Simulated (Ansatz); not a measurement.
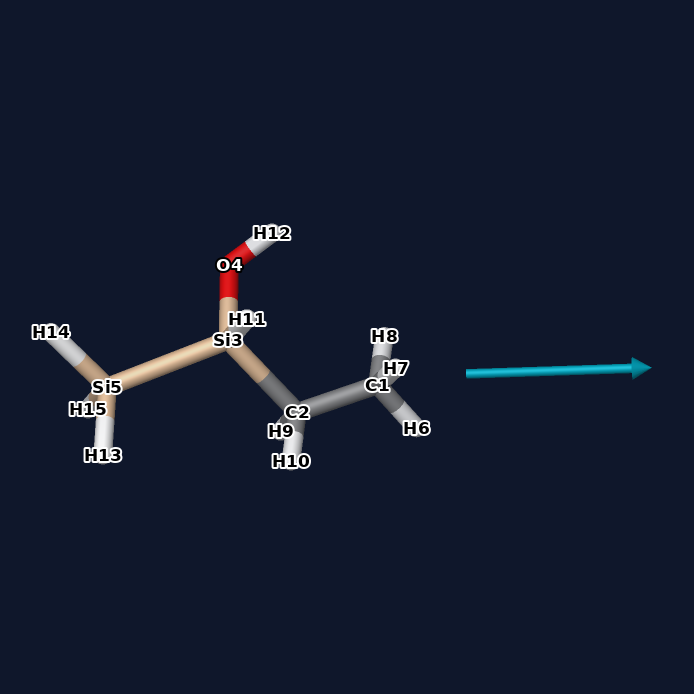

The arrow beside the molecule shows the direction of the dipole moment, from the negative to the positive end (its length means nothing). The computed structure is the end point of a PBE-D4/def2-SVP optimisation. No frequency run is at hand to confirm it as a minimum. Properties computed with RKS PBE-D4/def2-SVP (Ansatz 0.2.0).

### How large is the dipole moment?

1.91 D; it points from the side of H14 to the side of H6 (the outermost atoms at the two ends).
